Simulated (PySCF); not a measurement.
```xyz
13

O     2.4562   -0.2214   -0.3991
Si    1.0789   -0.2026    0.4701
C    -0.4700   -1.1237   -0.1702
C    -1.3183    0.1602   -0.0486
C    -0.2013    1.1942    0.2088
H     2.4600   -0.0624   -1.3398
H     1.5865   -0.4789    1.8032
H    -0.8566   -1.9538    0.4153
H    -0.4003   -1.4688   -1.2015
H    -1.9137    0.3742   -0.9355
H    -1.9923    0.0990    0.8041
H    -0.0192    1.8218   -0.6634
H    -0.4143    1.8626    1.0391
```

Geometry: GFN2-xTB.

Level of theory: PBE0/pcSseg-1, SCF density, gas phase, non-relativistic (PySCF 2.14.0).

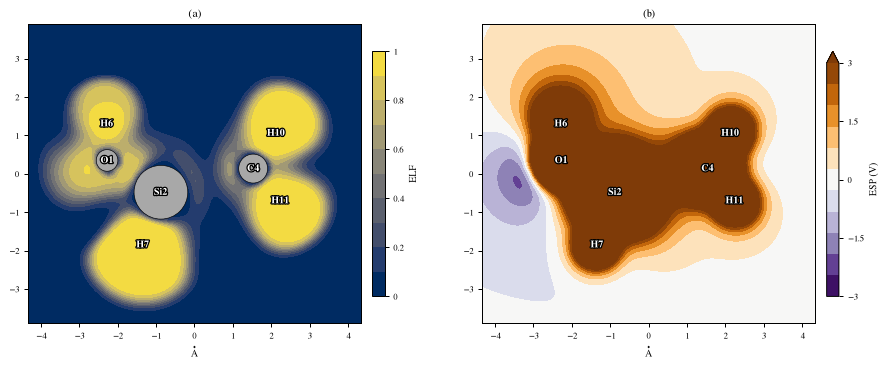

C₃H₈OSi. (a) ELF; (b) electrostatic potential on the plane of atoms O1, Si2 and H7. Grey discs cover the atomic cores in the ELF map.

What does the map show?

- The section cuts through O, Si, C and H sites.
- Si–O (1.63 Å): the ELF peaks at about 0.85 between the atoms: a shared but strongly polarised pair.
- O–H (0.95 Å): the ELF climbs to about 1 towards the hydrogen, as it does in any bond to H: an ordinary covalent bond to hydrogen.
- C–H (1.09 Å): the ELF climbs to about 1 towards the hydrogen (a covalent bond by its length).
- Si–H (1.45 Å): the ELF climbs to about 1 towards the hydrogen.
- The ELF also peaks beside O1, away from the bonds: lone-pair regions.
- Outside the dense part of the molecule the potential is most negative (−2.0 V) near O1.
